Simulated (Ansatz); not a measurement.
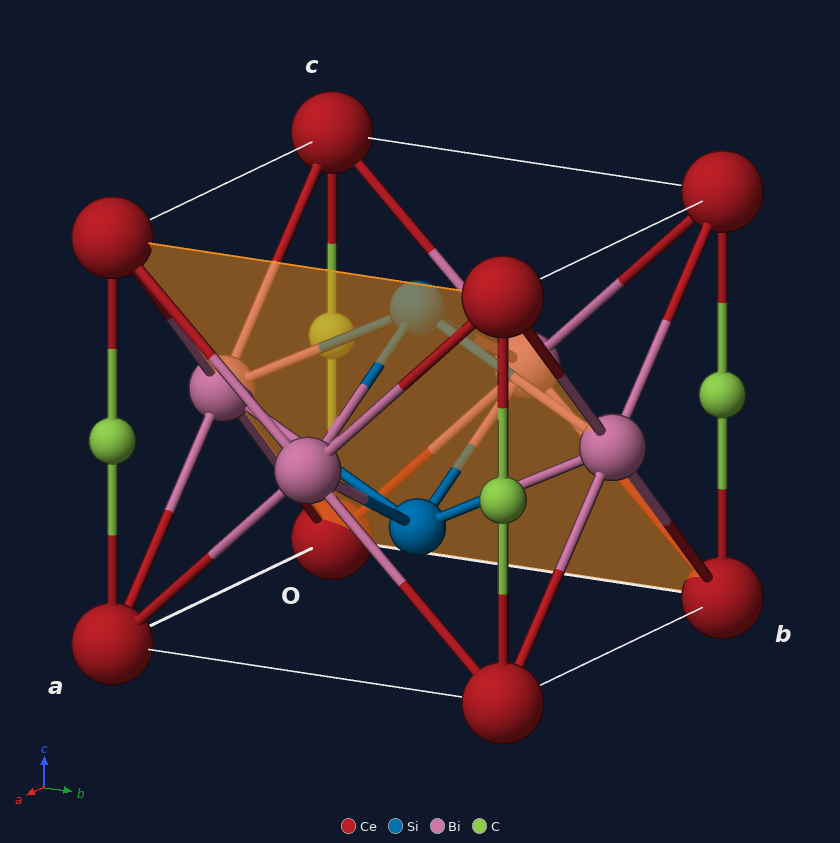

For CeSi2Bi2C, coordinates from a relaxation with DFT, PAW plane waves, r2scan in Ansatz 0.2.0; the starting structure was generated, so it need not be a known form of this composition: every member of one family of equally spaced planes, hx + ky + lz = a whole number, that cuts the unit cell is shaded (one member passes through the origin O). The drawing is computed from the coordinates (standard cell, symmetry found to 0.002 Å).

a = 5.259 Å, b = 5.259 Å, c = 4.953 Å, α = 90.00°, β = 90.00°, γ = 90.00°.

Index the planes.

(1 0 −1); the opposite sign names the same planes. The member next to the origin meets the axes a at 1, b never, c at −1.

What is the spacing?

d = 3.606 Å.

Which atoms of the cell lie in these planes (within 0.03 Å)?

The Ce atom, 1 of the 2 Bi.
